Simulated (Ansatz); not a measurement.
# GeH₄O₂ + H₂O: a complex and its separated parts, part 2 of 2

Ansatz 0.2.0, Gaussian basis. Earlier steps stand in the parts before.

## Step 13: CAM-B3LYP-D4/def2-TZVPP

The inputs:

parta/in.yaml

```yaml
crystal:
  periodic: [false, false, false]
  atoms:
    - {symbol: Ge, position_ang: [-1.063060, -0.467021, -0.676979]}
    - {symbol: H, position_ang: [-0.127617, -0.187453, -1.859120]}
    - {symbol: H, position_ang: [-1.079127, -1.946698, -0.272560]}
    - {symbol: H, position_ang: [-2.472535, 0.087970, -0.933398]}
    - {symbol: O, position_ang: [-0.392825, 0.341494, 0.795343]}
    - {symbol: O, position_ang: [-0.302989, 1.731547, 0.432582]}
    - {symbol: H, position_ang: [-0.859376, 2.130436, 1.112437]}
basis:
  gaussian: {orbitals: def2-TZVPP}
hamiltonian: {xc: {name: CAM-B3LYP}, dispersion: d4}
```

partb/in.yaml

```yaml
crystal:
  periodic: [false, false, false]
  atoms:
    - {symbol: O, position_ang: [2.120214, -0.951921, 0.475167]}
    - {symbol: H, position_ang: [1.418297, -0.398182, 0.823705]}
    - {symbol: H, position_ang: [2.758816, -0.339968, 0.103024]}
basis:
  gaussian: {orbitals: def2-TZVPP}
hamiltonian: {xc: {name: CAM-B3LYP}, dispersion: d4}
```

Each run has its own folder and the same command.

Run with:

```console
$ ansatz run in.yaml --threads 4 --pin off --events-out ev --progress --plain --max-ram 9574MiB
```

Log of parta, shortened:

```text
Functional definition: CAM-B3LYP
  name "CAM-B3LYP"
  cite "Yanai, Tew & Handy, Chem. Phys. Lett. 393, 51 (2004) doi:10.1016/j.cplett.2004.06.011"
  cite "Iikura, Tsuneda, Yanai & Hirao, J. Chem. Phys. 115, 3540 (2001) doi:10.1063/1.1383587"
  cite "Becke, Phys. Rev. A 38, 3098 (1988) doi:10.1103/PhysRevA.38.3098"
  cite "Lee, Yang & Parr, Phys. Rev. B 37, 785 (1988) doi:10.1103/PhysRevB.37.785"
[...]
927 factors; their error is unknown
225 factors; integrals over basis functions are off by at most 9.3e-6 eV
[...]
mean field -60678.80095399 eV, -2229.9048054906 hartree, gradient 3.0e-5 eV, S^2 0.000000; 0 other end points of the search recorded, 0 dependent functions left out
reference -60678.80106773 eV, -2229.9048096704 hartree; 26, 26 occupied and 140, 140 virtual orbitals, 927 factors
Total energy: -60678.87912822 eV, -2229.9076783406 hartree
```

Log of partb, shortened:

```text
[... 6 set-up lines as earlier in the session ...]
[...]
  # Exact exchange under (alpha + beta erf(omega r))/r, Becke's under what is left of 1/r.
[...]
269 factors; their error is unknown
72 factors; integrals over basis functions are off by at most 1.6e-5 eV
[...]
mean field -2079.99968406 eV, -76.4385785146 hartree, gradient 1.1e-5 eV, S^2 0.000000; 0 other end points of the search recorded, 0 dependent functions left out
reference -2079.99975149 eV, -76.4385809926 hartree; 5, 5 occupied and 54, 54 virtual orbitals, 269 factors
Total energy: -2080.00381747 eV, -76.4387304147 hartree
```

They took 1.4 s (parta), 0.2 s (partb) on 4 threads of Arm Neoverse V2, shared host.

## Step 14: wB97X-V/def2-TZVPP

The same edit goes into each in.yaml of step 13 (parta, partb):

```diff
-hamiltonian: {xc: {name: CAM-B3LYP}, dispersion: d4}
+hamiltonian: {xc: {name: wB97X-V}}
```

One command serves all of them, each in its own folder.

Run with:

```console
$ ansatz run in.yaml --threads 4 --pin off --events-out ev --progress --plain --max-ram 9574MiB
```

Log of parta, shortened:

```text
Functional definition: wB97X-V
  name "wB97X-V"
  cite "Mardirossian & Head-Gordon, Phys. Chem. Chem. Phys. 16, 9904 (2014) doi:10.1039/C3CP54374A"
[... 2 set-up lines as earlier in the session ...]
[...]
      + integral(e_c_pw_opposite_spin*poly(b97_u_opposite, cos0, cos1)) + vv10(b, c)
927 factors; their error is unknown
202 factors; integrals over basis functions are off by at most 5.5e-6 eV
[...]
mean field -60670.20721002 eV, -2229.5889912247 hartree, gradient 3.1e-5 eV, S^2 0.000000; 0 other end points of the search recorded, 0 dependent functions left out
reference -60670.20720838 eV, -2229.5889911645 hartree; 26, 26 occupied and 140, 140 virtual orbitals, 927 factors
Total energy: -60670.20720838 eV, -2229.5889911645 hartree
```

Log of partb, shortened:

```text
[... 5 set-up lines as earlier in the session ...]
[...]
      + integral(e_c_pw_opposite_spin*poly(b97_u_opposite, cos0, cos1)) + vv10(b, c)
269 factors; their error is unknown
69 factors; integrals over basis functions are off by at most 2.2e-5 eV
[...]
mean field -2079.88767312 eV, -76.4344621886 hartree, gradient 2.2e-5 eV, S^2 0.000000; 0 other end points of the search recorded, 0 dependent functions left out
reference -2079.88767222 eV, -76.4344621557 hartree; 5, 5 occupied and 54, 54 virtual orbitals, 269 factors
Total energy: -2079.88767222 eV, -76.4344621557 hartree
```

Wall times: 3.5 s (parta), 0.35 s (partb) on 4 threads of Arm Neoverse V2, shared host.

## Step 15: wB97M-V/def2-TZVPP

Each input of step 14 (parta, partb) changes in the same lines:

```diff
-hamiltonian: {xc: {name: wB97X-V}}
+hamiltonian: {xc: {name: wB97M-V}}
```

One command serves all of them, each in its own folder.

Run with:

```console
$ ansatz run in.yaml --threads 4 --pin off --events-out ev --progress --plain --max-ram 9574MiB
```

Output in parta, shortened:

```text
Functional definition: wB97M-V
  name "wB97M-V"
  cite "Mardirossian & Head-Gordon, J. Chem. Phys. 144, 214110 (2016) doi:10.1063/1.4952647"
[... 2 set-up lines as earlier in the session ...]
  # Of w^i u^j: cxij and so on, Table III.
[...]
  gx(w, u) = 1 - cx + cx01*u + cx10*w
[...]
      + integral(e_c_pw_mod_opposite_spin*gos(b97_w_opposite, b97_u_opposite)) + vv10(b, c)
924 factors; their error is unknown
202 factors; integrals over basis functions are off by at most 5.5e-6 eV
[...]
mean field -60672.16283330 eV, -2229.6608590548 hartree, gradient 8.3e-5 eV, S^2 0.000000; 0 other end points of the search recorded, 0 dependent functions left out
reference -60672.16287302 eV, -2229.6608605144 hartree; 26, 26 occupied and 140, 140 virtual orbitals, 924 factors
Total energy: -60672.16287302 eV, -2229.6608605144 hartree
```

Log of partb, shortened:

```text
[... 5 set-up lines as earlier in the session ...]
  # Of w^i u^j: cxij and so on, Table III.
[...]
  gx(w, u) = 1 - cx + cx01*u + cx10*w
[...]
      + integral(e_c_pw_mod_opposite_spin*gos(b97_w_opposite, b97_u_opposite)) + vv10(b, c)
269 factors; their error is unknown
69 factors; integrals over basis functions are off by at most 2.2e-5 eV
[...]
mean field -2079.85938421 eV, -76.4334225905 hartree, gradient 2.9e-5 eV, S^2 0.000000; 0 other end points of the search recorded, 0 dependent functions left out
reference -2079.85940622 eV, -76.4334233994 hartree; 5, 5 occupied and 54, 54 virtual orbitals, 269 factors
Total energy: -2079.85940622 eV, -76.4334233994 hartree
```

They took 3.8 s (parta), 0.35 s (partb) on 4 threads of Arm Neoverse V2, shared host.

## Step 16: B2PLYP/def2-TZVPP

Each input of step 15 (parta, partb) changes in the same lines:

```diff
-hamiltonian: {xc: {name: wB97M-V}}
+hamiltonian: {xc: {name: B2PLYP}}
```

The same command starts each run, in its folder.

Run with:

```console
$ ansatz run in.yaml --threads 4 --pin off --events-out ev --progress --plain --max-ram 9574MiB
```

Output in parta, shortened:

```text
Functional definition: B2PLYP
  name "B2PLYP"
  cite "Grimme, J. Chem. Phys. 124, 034108 (2006) doi:10.1063/1.2148954"
[... 2 set-up lines as earlier in the session ...]
[...]
1033 factors; integrals over basis functions are off by at most 8.5e-4 eV
[...]
mean field -60657.38314024 eV, -2229.1177153530 hartree, gradient 6.9e-6 eV, S^2 0.000000; 0 other end points of the search recorded, 0 dependent functions left out
11 core orbitals not correlated: weight in the atoms' cores, before any rotation towards them, 1.000 or more for the frozen orbitals, at most 0.000 for the correlated occupied ones
reference -60657.38328829 eV, -2229.1177207937 hartree; 15, 15 occupied and 140, 140 virtual orbitals, 1033 factors
second order -24.73622390 eV of doubles, -0.00000000 eV of singles
Total energy: -60664.06206875 eV, -2229.3631614483 hartree
```

Output in partb, shortened:

```text
[... 5 set-up lines as earlier in the session ...]
[...]
361 factors; integrals over basis functions are off by at most 7.6e-4 eV
[...]
mean field -2077.03827965 eV, -76.3297489100 hartree, gradient 8.4e-7 eV, S^2 0.000000; 0 other end points of the search recorded, 0 dependent functions left out
1 core orbitals not correlated: weight in the atoms' cores, before any rotation towards them, 1.000 or more for the frozen orbitals, at most 0.000 for the correlated occupied ones
reference -2077.03836468 eV, -76.3297520347 hartree; 4, 4 occupied and 54, 54 virtual orbitals, 361 factors
second order -8.41873515 eV of doubles, -0.00000000 eV of singles
Total energy: -2079.31142317 eV, -76.4132853935 hartree
```

Wall times: 2.2 s (parta), 0.25 s (partb) on 4 threads of Arm Neoverse V2, shared host.

## Step 17: PBE-QIDH/def2-TZVPP

Each input of step 16 (parta, partb) changes in the same lines:

```diff
-hamiltonian: {xc: {name: B2PLYP}}
+hamiltonian: {xc: {name: PBE-QIDH}}
```

The same command starts each run, in its folder.

Run with:

```console
$ ansatz run in.yaml --threads 4 --pin off --events-out ev --progress --plain --max-ram 9574MiB
```

Log of parta, shortened:

```text
Functional definition: PBE-QIDH
  name "PBE-QIDH"
  cite "Brémond, Sancho-García, Pérez-Jiménez & Adamo, J. Chem. Phys. 141, 031101 (2014) doi:10.1063/1.4890314"
[... 1 set-up line as earlier in the session ...]
[...]
1033 factors; integrals over basis functions are off by at most 8.5e-4 eV
[...]
mean field -60648.01832558 eV, -2228.7735647616 hartree, gradient 3.8e-6 eV, S^2 0.000000; 0 other end points of the search recorded, 0 dependent functions left out
11 core orbitals not correlated: weight in the atoms' cores, before any rotation towards them, 1.000 or more for the frozen orbitals, at most 0.000 for the correlated occupied ones
reference -60648.01833627 eV, -2228.7735651546 hartree; 15, 15 occupied and 140, 140 virtual orbitals, 1033 factors
second order -22.90859578 eV of doubles, -0.00000000 eV of singles
Total energy: -60655.65453486 eV, -2229.0541902768 hartree
```

partb printed, shortened:

```text
[... 4 set-up lines as earlier in the session ...]
[...]
361 factors; integrals over basis functions are off by at most 7.6e-4 eV
[...]
mean field -2075.58435473 eV, -76.2763181549 hartree, gradient 2.2e-6 eV, S^2 0.000000; 0 other end points of the search recorded, 0 dependent functions left out
1 core orbitals not correlated: weight in the atoms' cores, before any rotation towards them, 1.000 or more for the frozen orbitals, at most 0.000 for the correlated occupied ones
reference -2075.58436023 eV, -76.2763183567 hartree; 4, 4 occupied and 54, 54 virtual orbitals, 361 factors
second order -7.85900103 eV of doubles, -0.00000000 eV of singles
Total energy: -2078.20402723 eV, -76.3725893436 hartree
```

Wall times: 2.3 s (parta), 0.25 s (partb) on 4 threads of Arm Neoverse V2, shared host.

## Step 18: RPA on PBE/def2-TZVPP

The same edit goes into each in.yaml of step 17 (parta, partb):

```diff
-hamiltonian: {xc: {name: PBE-QIDH}}
+hamiltonian: {xc: pbe}
+correlation: {method: rpa}
```

The same command starts each run, in its folder.

Run with:

```console
$ ansatz run in.yaml --threads 4 --pin off --events-out ev --progress --plain --max-ram 9574MiB
```

Output in parta, shortened:

```text
[... 4 set-up lines as earlier in the session ...]
[...]
1033 factors; integrals over basis functions are off by at most 8.5e-4 eV
[...]
mean field -60663.90326930 eV, -2229.3573256761 hartree, gradient 1.7e-6 eV, S^2 0.000000; 0 other end points of the search recorded, 0 dependent functions left out
11 core orbitals not correlated: weight in the atoms' cores, before any rotation towards them, 1.000 or more for the frozen orbitals, at most 0.000 for the correlated occupied ones
reference -60608.71322045 eV, -2227.3291287900 hartree; 15, 15 occupied and 140, 140 virtual orbitals, 1033 factors
Total energy: -60640.65850566 eV, -2228.5030963684 hartree
```

partb printed, shortened:

```text
[... 4 set-up lines as earlier in the session ...]
[...]
361 factors; integrals over basis functions are off by at most 7.6e-4 eV
[...]
mean field -2078.40755634 eV, -76.3800689004 hartree, gradient 2.1e-6 eV, S^2 0.000000; 0 other end points of the search recorded, 0 dependent functions left out
1 core orbitals not correlated: weight in the atoms' cores, before any rotation towards them, 1.000 or more for the frozen orbitals, at most 0.000 for the correlated occupied ones
reference -2069.53696345 eV, -76.0540806244 hartree; 4, 4 occupied and 54, 54 virtual orbitals, 361 factors
Total energy: -2080.48261201 eV, -76.4563257896 hartree
```

They took 2.1 s (parta), 0.25 s (partb) on 4 threads of Arm Neoverse V2, shared host.

## Step 19: CCSD(T)/def2-TZVPP

Each input of step 18 (parta, partb) changes in the same lines:

```diff
-hamiltonian: {xc: pbe}
-correlation: {method: rpa}
+correlation: {method: ccsd_t}
```

The same command starts each run, in its folder.

Run with:

```console
$ ansatz run in.yaml --threads 4 --pin off --events-out ev --progress --plain --max-ram 9574MiB
```

Log of parta, shortened:

```text
Functional definition: HF
  name "HF"
  cite "Fock, Z. Phys. 61, 126 (1930) doi:10.1007/BF01340294"
[... 1 set-up line as earlier in the session ...]
[...]
1033 factors; integrals over basis functions are off by at most 8.5e-4 eV
[...]
mean field -60610.28716405 eV, -2227.3869701506 hartree, gradient 2.2e-6 eV, S^2 0.000000; 0 other end points of the search recorded, 0 dependent functions left out
11 core orbitals not correlated: weight in the atoms' cores, before any rotation towards them, 1.000 or more for the frozen orbitals, at most 0.000 for the correlated occupied ones
reference -60610.28716405 eV, -2227.3869701506 hartree; 15, 15 occupied and 140, 140 virtual orbitals, 1033 factors
second order -20.34487638 eV of doubles, -0.00000000 eV of singles
cycle   1  -20.03648155 eV  change    3.1e-1 eV  update   1.1e-1
[...]
cycle  10  -20.78212954 eV  change    3.5e-5 eV  update   3.3e-5
perturbative correction -0.76763073 eV, -0.0282099091 hartree
Total energy: -60631.83692432 eV, -2228.1789092336 hartree
```

partb printed, shortened:

```text
[... 4 set-up lines as earlier in the session ...]
[...]
361 factors; integrals over basis functions are off by at most 7.6e-4 eV
[...]
mean field -2069.76241014 eV, -76.0623656373 hartree, gradient 3.6e-6 eV, S^2 0.000000; 0 other end points of the search recorded, 0 dependent functions left out
1 core orbitals not correlated: weight in the atoms' cores, before any rotation towards them, 1.000 or more for the frozen orbitals, at most 0.000 for the correlated occupied ones
reference -2069.76241014 eV, -76.0623656373 hartree; 4, 4 occupied and 54, 54 virtual orbitals, 361 factors
second order -7.10557388 eV of doubles, -0.00000000 eV of singles
cycle   1  -7.11163392 eV  change   -6.1e-3 eV  update   4.1e-2
[...]
cycle   8  -7.26609035 eV  change    3.3e-6 eV  update   7.2e-6
perturbative correction -0.20740416 eV, -0.0076219624 hartree
Total energy: -2077.23590466 eV, -76.3370114951 hartree
```

Wall times: 28 s (parta), 0.25 s (partb) on 4 threads of Arm Neoverse V2, shared host; peak memory 1.4 GiB.

## Step 20: Vibrations of GeH₄O₂

vib-parta/in.yaml

```yaml
crystal:
  periodic: [false, false, false]
  atoms:
    - {symbol: Ge, position_ang: [-1.063060, -0.467021, -0.676979]}
    - {symbol: H, position_ang: [-0.127617, -0.187453, -1.859120]}
    - {symbol: H, position_ang: [-1.079127, -1.946698, -0.272560]}
    - {symbol: H, position_ang: [-2.472535, 0.087970, -0.933398]}
    - {symbol: O, position_ang: [-0.392825, 0.341494, 0.795343]}
    - {symbol: O, position_ang: [-0.302989, 1.731547, 0.432582]}
    - {symbol: H, position_ang: [-0.859376, 2.130436, 1.112437]}
basis:
  gaussian: {orbitals: def2-TZVP}
hamiltonian: {xc: pbe0, dispersion: d4}
phonons: {temperatures: {t_min: 298.15, t_max: 900, t_step: 200}}
```

Run with:

```console
$ ansatz run in.yaml --threads 4 --pin off --events-out ev --progress --plain --max-ram 9574MiB
```

Log, shortened:

```text
[... 5 set-up lines as earlier in the session ...]
[...]
879 factors; their error is unknown
[...]
mean field -60665.13130622 eV, -2229.4024552008 hartree, gradient 5.5e-5 eV, S^2 0.000000; 0 other end points of the search recorded, 0 dependent functions left out
[...]
Atom 4 at    -0.392825     0.341494     0.795343 Å, force     0.000996     0.001666     0.003854 eV/Å
Atom 5 at    -0.302989     1.731547     0.432582 Å, force    -0.000361     0.001782    -0.000570 eV/Å
Atom 6 at    -0.859376     2.130436     1.112437 Å, force     0.001031    -0.002454     0.000059 eV/Å
Dipole moment:    -0.328173    -0.021274    -0.074407 e Å
Vibrations: 165.43 214.22 243.91 585.31 620.37 694.14 843.28 857.91 880.60 989.50 1373.58 2162.38 2177.59 2185.99 3810.88 cm⁻¹, zero-point energy 1.103777 eV
```

Wall time 40 s (4 threads of Arm Neoverse V2, shared host).

The modes, with what each moves most:

| mode | wavenumber (cm⁻¹) | character |
| --- | --- | --- |
| 1 | 165 | torsion |
| 2 | 214 | bend |
| 3 | 244 | torsion |
| 4 | 585 | bend with Ge–O stretch |
| 5 | 620 | bend |
| 6 | 694 | Ge–O stretch with bend |
| 7 | 843 | bend |
| 8 | 858 | bend |
| 9 | 881 | bend |
| 10 | 990 | O–O stretch |
| 11 | 1374 | bend |
| 12 | 2162 | Ge–H stretch |
| 13 | 2178 | Ge–H stretch |
| 14 | 2186 | Ge–H stretch |
| 15 | 3811 | O–H stretch |

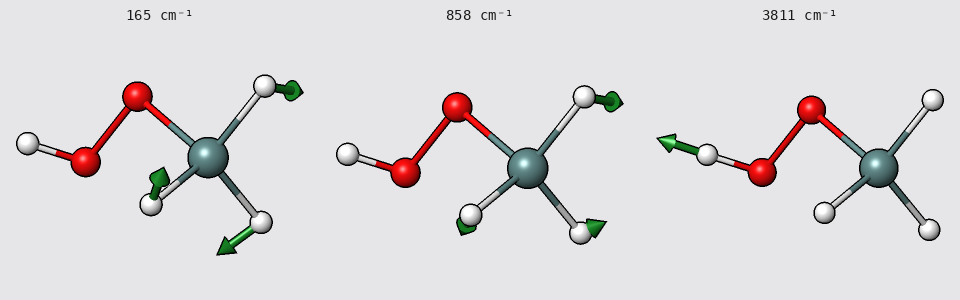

Displacements of 3 modes, as arrows.

Vibrational sums (real modes only):

| T (K) | entropy (J/mol/K) | heat capacity (J/mol/K) |
| --- | --- | --- |
| 298 | 33.8 | 44.2 |
| 498 | 62.4 | 67.3 |
| 698 | 87.6 | 81.9 |
| 898 | 109.5 | 91.9 |

## Step 21: Vibrations of H₂O

vib-partb/in.yaml

```yaml
crystal:
  periodic: [false, false, false]
  atoms:
    - {symbol: O, position_ang: [2.120214, -0.951921, 0.475167]}
    - {symbol: H, position_ang: [1.418297, -0.398182, 0.823705]}
    - {symbol: H, position_ang: [2.758816, -0.339968, 0.103024]}
basis:
  gaussian: {orbitals: def2-TZVP}
hamiltonian: {xc: pbe0, dispersion: d4}
phonons: {temperatures: {t_min: 298.15, t_max: 900, t_step: 200}}
```

Run with:

```console
$ ansatz run in.yaml --threads 4 --pin off --events-out ev --progress --plain --max-ram 9574MiB
```

Log, shortened:

```text
[... 5 set-up lines as earlier in the session ...]
[...]
239 factors; their error is unknown
[...]
mean field -2078.33307677 eV, -76.3773318266 hartree, gradient 1.2e-5 eV, S^2 0.000000; 0 other end points of the search recorded, 0 dependent functions left out
[...]
Total energy: -2078.33734662 eV, -76.3774887408 hartree
Atom 0 at     2.120214    -0.951921     0.475167 Å, force    -0.000020     0.000368    -0.000007 eV/Å
Atom 1 at     1.418297    -0.398182     0.823705 Å, force    -0.000285    -0.000197     0.000162 eV/Å
Atom 2 at     2.758816    -0.339968     0.103024 Å, force     0.000305    -0.000171    -0.000155 eV/Å
Dipole moment:    -0.023345     0.429816    -0.008704 e Å
Vibrations: 1622.90 3851.64 3959.34 cm⁻¹, zero-point energy 0.584826 eV
```

Wall time 0.6 s (4 threads of Arm Neoverse V2, shared host).

The modes, with what each moves most:

| mode | wavenumber (cm⁻¹) | character |
| --- | --- | --- |
| 1 | 1623 | bend |
| 2 | 3852 | O–H stretch |
| 3 | 3959 | O–H stretch |

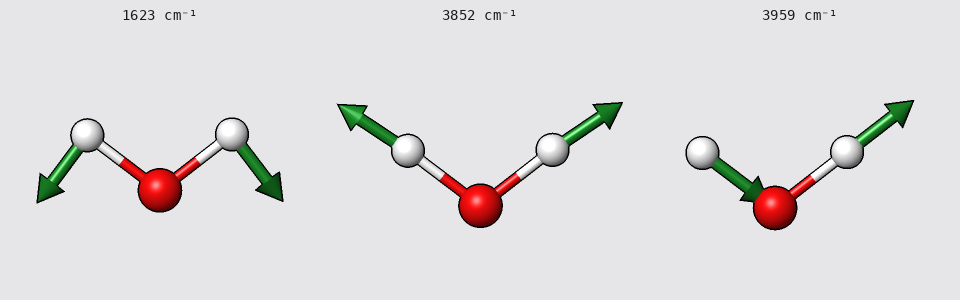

Displacements of 3 modes, as arrows.

Vibrational sums (real modes only):

| T (K) | entropy (J/mol/K) | heat capacity (J/mol/K) |
| --- | --- | --- |
| 298 | 0.0 | 0.2 |
| 498 | 0.4 | 1.7 |
| 698 | 1.4 | 3.9 |
| 898 | 2.6 | 6.1 |

## Step 22: Complex less separated parts

The complex's own energies come from single points at the same levels.

Rows are in def2-TZVPP; times add the 3 runs of a level on a shared host, so small differences are noise.

Differences are taken before rounding.

| method | rung | complex less parts (kJ/mol) | from CCSD(T) (kJ/mol) | time |
| --- | --- | --- | --- | --- |
| SPW92 | LDA | -36.8 | -13.1 | 1.6 s |
| PBE-D4 | GGA | -26.3 | -2.6 | 2.6 s |
| BLYP-D4 | GGA | -25.5 | -1.8 | 2.6 s |
| r2SCAN-D4 | meta-GGA | -25.1 | -1.4 | 5.4 s |
| B97M-V | meta-GGA | -23.7 | 0.0 | 11 s |
| PBE0-D4 | hybrid | -24.5 | -0.8 | 3.7 s |
| B3LYP-D4 | hybrid | -25.2 | -1.5 | 3.5 s |
| r2SCAN0-D4 | hybrid | -24.4 | -0.7 | 6.2 s |
| BHLYP-D4 | hybrid | -25.1 | -1.4 | 3.8 s |
| CAM-B3LYP-D4 | range-separated hybrid | -26.5 | -2.8 | 4.1 s |
| wB97X-V | range-separated hybrid | -24.3 | -0.6 | 9.8 s |
| wB97M-V | range-separated hybrid | -24.9 | -1.2 | 11 s |
| B2PLYP | double hybrid | -21.3 | +2.4 | 7 s |
| PBE-QIDH | double hybrid | -22.2 | +1.5 | 7.2 s |
| RPA on PBE | RPA | -21.1 | +2.5 | 6.5 s |
| Hartree-Fock | wavefunction | -11.8 | +11.9 |  |
| MP2 | wavefunction | -24.2 | -0.5 |  |
| CCSD | wavefunction | -21.8 | +1.9 |  |
| CCSD(T) | wavefunction | -23.7 | 0 | 3.2 min |

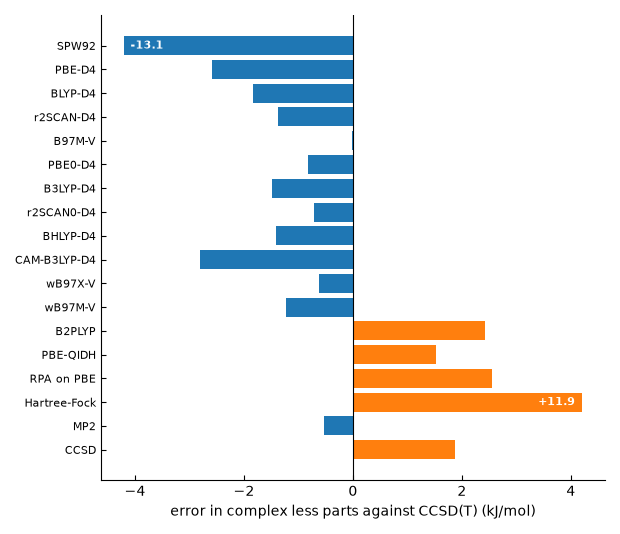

Error of each method against CCSD(T). Bars with a number in them are cut short.

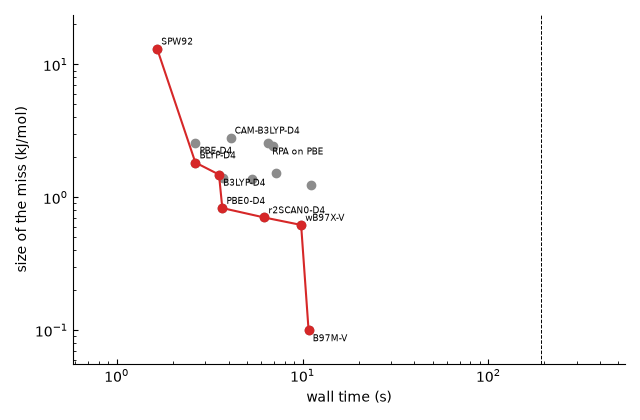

Accuracy for the time spent; red marks the levels that beat every quicker one drawn (of those quicker than the yardstick), and the dashed line is the time of CCSD(T). Only those levels and the largest misses are named. Misses under 0.1 kJ/mol are drawn at that value. Times are from a shared host.

For cost: B97M-V gets within 0.0 kJ/mol in 11 s, where CCSD(T) took 3.2 min; the quickest level in the cost chart, SPW92, takes 1.6 s and misses by 13.1 kJ/mol.

The complex's zero-point energy, from a separate PBE0-D4 run, is 1.762 eV.

## Step 23: What came out

The summary covers parts 1 to 2.

```
                              quantity         value
complex less parts, CCSD(T)/def2-TZVPP  -23.7 kJ/mol
                with zero-point energy  -16.6 kJ/mol
                 largest T1 diagnostic         0.013
```

At CCSD(T) the complex lies 23.7 kJ/mol below its parts. B97M-V is the best functional here (0.0 kJ/mol from CCSD(T)); SPW92 is the worst (-13.1 kJ/mol). By rung, the mean size of the error is: LDA 13.1, GGA 2.2, meta-GGA 0.7, hybrid 1.1, range-separated hybrid 1.6, double hybrid 2.0 kJ/mol. PBE-D4 gives a relative energy 2.6 kJ/mol too low, inside chemical accuracy (1 kcal/mol, 4.2 kJ/mol). No counterpoise was applied, and triple zeta lacks some correlation, so the CCSD(T) reference has a basis error of its own, and close matches with it are partly luck.
